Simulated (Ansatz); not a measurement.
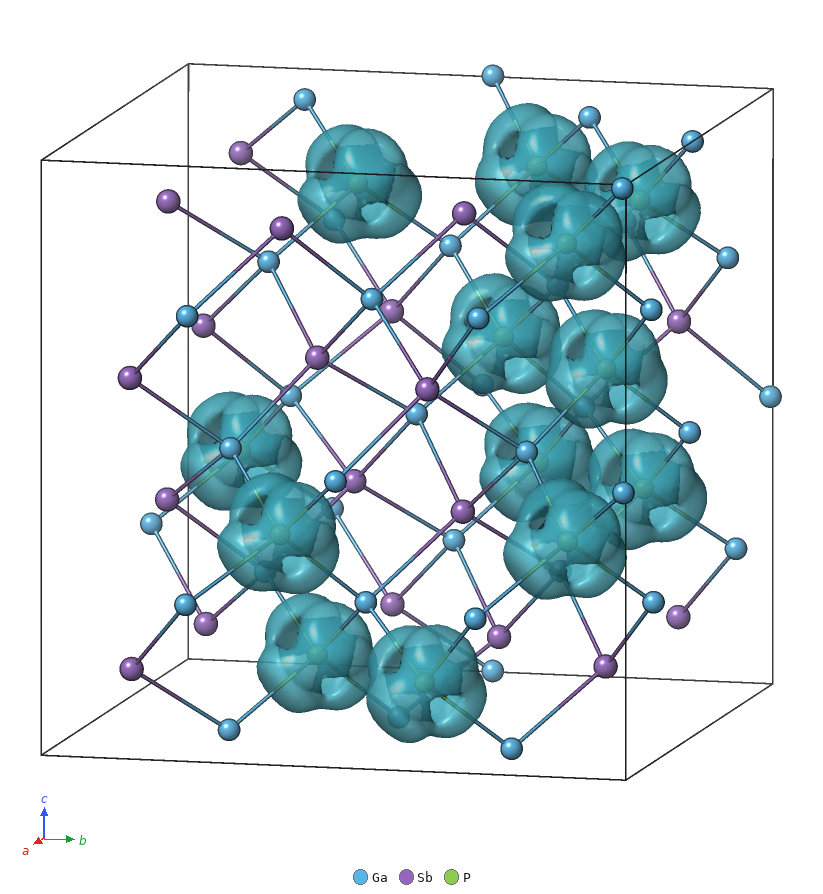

Figure 1: Ga₃₂Sb₁₉P₁₃. Isosurface of the ELF at 0.75 (cyan), seen slightly off an axis. Core shells and regions of very low density are left out. Sticks mark near contacts.

Space group P1; a generated structure, not necessarily the stable one.

Theory: DFT PBEsol, scalar-relativistic, plane waves, PAW (Ansatz).

Core electrons are frozen (PAW), and the valence fields are smoothed inside the atomic spheres.

> What do the ELF domains correspond to?

The surface consists of 13 regions on P in which the atom's valence shell and bonds are merged, counted in one cell of 64 atoms. Regions shared between cells count once. Along the contacts the grid gives the following. Ga–P (2.34 Å): the ELF peaks at about 0.90 in the valence shell of P, 0.9 Å from its nucleus, and is about 0.75 at the midpoint. Ga–Sb (2.55 Å): the ELF peaks at about 0.70 between the atoms.
